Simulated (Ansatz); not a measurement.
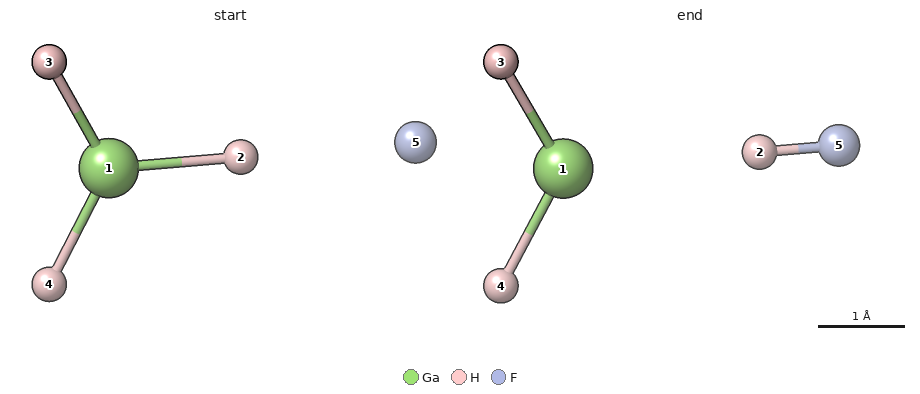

The structure of GaH₃F (multiplicity 2) before (left) and after (right) a relaxation, at one scale.

Style: ball-and-stick. Shown at a tilt.

The run prepares an end point of a later path (reaction) calculation, from a guessed geometry.

Theory: Ansatz, UKS PBE-D4/def2-SVP. Settings: collinear spin; force threshold 0.03 eV/Å; at most 50 steps.

**Describe what moved and what it gained.**

After 9 accepted moves (10 points after the start) the energy has fallen by 46.9 kcal/mol. Largest force component: 1.1 eV/Å at the start, 0.0092 eV/Å at the end. The line search rejected the trial step at point 4 of the run. The largest move after the best rigid fit is that of H2, 0.70 Å. By element the largest moves are H 0.70 Å, F 0.44 Å, Ga 0.07 Å. Among the contacts that change: H2–F5 2.095 → 0.951 Å, Ga1–H2 1.580 → 2.352 Å, Ga1–H3 1.577 → 1.601 Å. New bonds form, among them: H2–F5 (2.09 → 0.95 Å). Bonds break, among them: Ga1–H2 (1.58 → 2.35 Å).
